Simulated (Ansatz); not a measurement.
The starting structures come from a database of crystals and need not be the phases stable at ambient conditions.

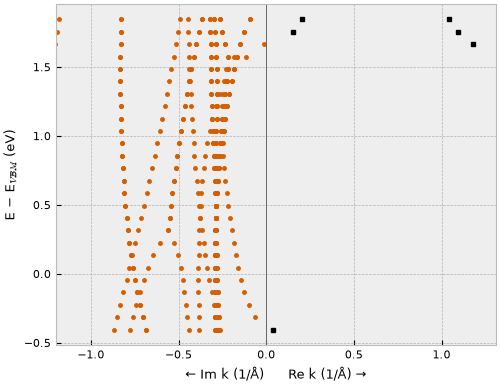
Figure: Complex bands at the centre of the two-dimensional zone; Ansatz (a first-principles code) with r2SCAN

The gap is the functional's own. No spin-orbit coupling. Mid-gap values are those at the computed energy nearest the middle.

Problem. This is B (R-3m, 12 atoms a cell, 7.2 Å³ an atom) along the normal of (110). Read off the slowest decay at the centre of the two-dimensional zone at 0.77 eV, the computed energy nearest the middle of the gap.

Solution. κ ≈ 0.24 1/Å, a decay length 1/(2κ) of the density of 2.1 Å.
